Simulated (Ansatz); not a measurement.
**Pressure series in Nb2N**

Consider Nb2N (space group P-31m, No. 162; a cell from a computed database, its experimental status unchecked).

```cif
data_N3Nb6
_chemical_formula_sum 'Nb6 N3'
_space_group_name_H-M_alt 'P 1'
_space_group_IT_number 1
_cell_length_a 5.26697
_cell_length_b 5.26697
_cell_length_c 4.94374
_cell_angle_alpha 90.000
_cell_angle_beta 90.000
_cell_angle_gamma 120.000
loop_
_space_group_symop_operation_xyz
  'x, y, z'
loop_
_atom_site_label
_atom_site_type_symbol
_atom_site_fract_x
_atom_site_fract_y
_atom_site_fract_z
_atom_site_occupancy
Nb1 Nb 0.00000 0.33349 0.75109 1
Nb2 Nb 0.00000 0.66651 0.24891 1
Nb3 Nb 0.66651 0.66651 0.75109 1
Nb4 Nb 0.33349 0.33349 0.24891 1
Nb5 Nb 0.33349 0.00000 0.75109 1
Nb6 Nb 0.66651 0.00000 0.24891 1
N1 N 0.66667 0.33333 0.50000 1
N2 N 0.33333 0.66667 0.50000 1
N3 N 0.00000 0.00000 0.00000 1
```

Cell and atoms are relaxed at each pressure.

Calculations: Kohn–Sham DFT with the PBEsol functional, run in Ansatz (a program for electronic structure) with PAW and 420 eV plane waves, no spin-orbit coupling.

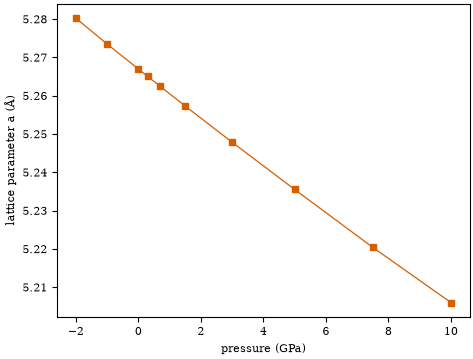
Figure: Lattice parameter a against pressure

| pressure (GPa) | lattice parameter a |
|---|---|
| -2 | 5.280 Å |
| -1 | 5.273 Å |
| 0.3 | 5.265 Å |
| 0.7 | 5.262 Å |
| 1.5 | 5.257 Å |
| 3 | 5.248 Å |
| 5 | 5.236 Å |
| 7.5 | 5.220 Å |
| 10 | 5.206 Å |

Load acts through the strain it causes; cell and atoms are relaxed under it. Whether these cells are dynamically stable was not tested. Competing high-pressure phases were not computed. The final runs are not spin-polarised. An odd electron count without spin: Nb2N.
